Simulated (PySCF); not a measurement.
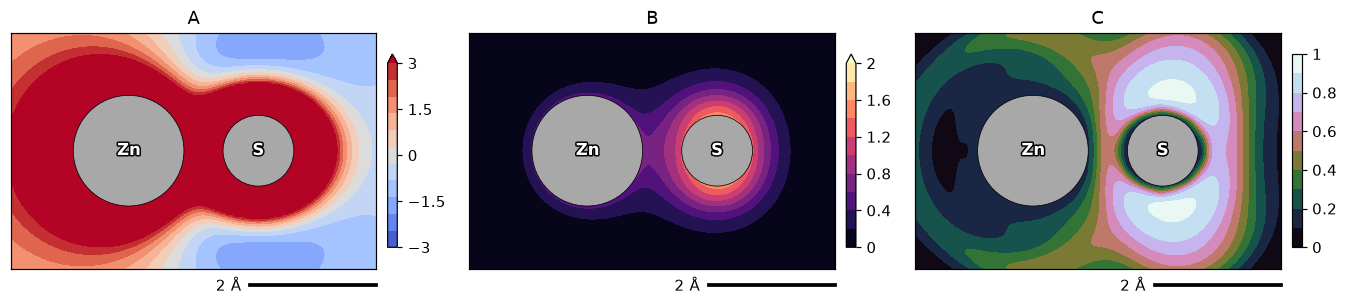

ZnS: 3 fields on a plane that holds the molecular axis, with unlabelled colour scales. Grey discs cover the atomic cores.

Level of theory: PySCF, PBE0/x2c-SVPall, spin-free X2C-1e, Gaussian nucleus, at a bond length of 2.061 Å.

```yaml
atoms:
  - { symbol: Zn, position_ang: [0.0000, 0.0000, -0.6871] }
  - { symbol: S, position_ang: [0.0000, 0.0000, 1.3739] }
```

Match the panels to the quantities (electron density, electron localisation function and electrostatic potential).

Answer. Panel A: electrostatic potential (strongly positive close to the atoms, with negative regions outside electron-rich atoms). Panel B: electron density. Panel C: electron localisation function. From the grid: Zn–S (2.06 Å): ρ is about 0.66 e/Å³ halfway; the ELF peaks at about 0.55 in the valence shell of S, 0.9 Å from its nucleus, and is about 0.40 at the midpoint.
